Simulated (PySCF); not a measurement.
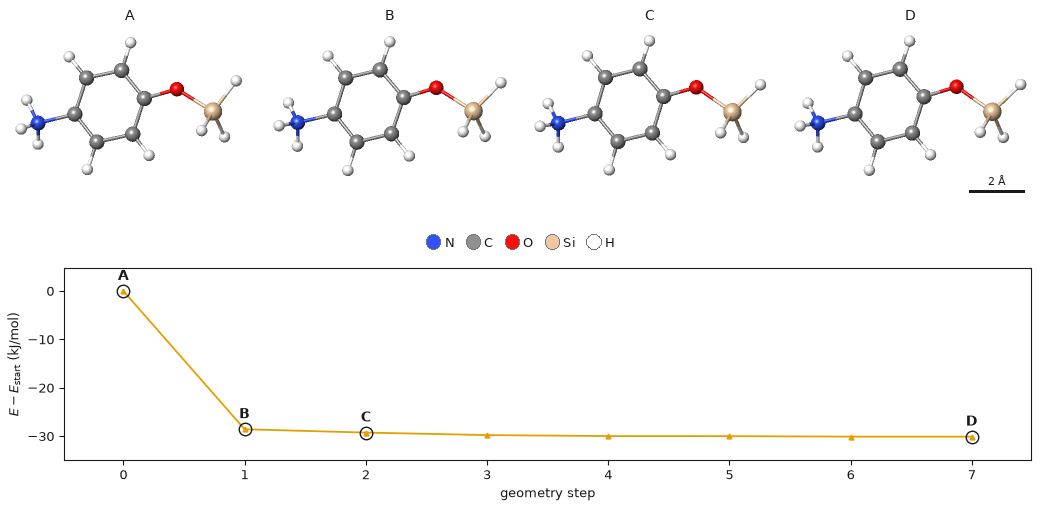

Frames of a relaxation of C6H10NOSi (charge +1), marked on the history of the run. A ball-and-stick model, seen at a tilt.

The start comes from GFN2-xTB. Its atoms were then displaced at random by about 0.01 Å.

Level of theory: PBE0-D3(BJ)/def2-SVP geometry optimisation, gas phase in PySCF 2.14.0, density-fitted response routines. 

Question: Describe the path.

Answer: An H atom moves most after the best rigid fit: 0.23 Å. Largest moves by element: H 0.23 Å, O 0.09 Å, C 0.07 Å, Si 0.03 Å. N stays in place. Near-neighbour distances that change, for instance: C–H 1.040 → 1.092 Å, H–Si 1.433 → 1.479 Å, C–C 1.433 → 1.389 Å, H–Si 1.449 → 1.490 Å. Among the angles between lasting bonds that change: O–Si–H 97.7° → 104.3°, C–O–Si 135.1° → 131.1°, H–Si–H 115.9° → 112.8°. The energy falls by 30.1 kJ/mol in 7 geometry steps. From step 0 to 1: an H atom moves most (0.21 Å), energy −28.6 kJ/mol. From step 1 to 2: an H atom moves most (0.10 Å), energy −0.69 kJ/mol. From step 2 to 7: an H atom moves most (0.03 Å), energy −0.84 kJ/mol.

```json
{"step": "0", "E − E(0), kJ/mol": "0.00"}
{"step": "1", "E − E(0), kJ/mol": "-28.55"}
{"step": "2", "E − E(0), kJ/mol": "-29.24"}
{"step": "3", "E − E(0), kJ/mol": "-29.76"}
{"step": "4", "E − E(0), kJ/mol": "-29.97"}
{"step": "5", "E − E(0), kJ/mol": "-29.98"}
{"step": "6", "E − E(0), kJ/mol": "-30.08"}
{"step": "7", "E − E(0), kJ/mol": "-30.09"}
```
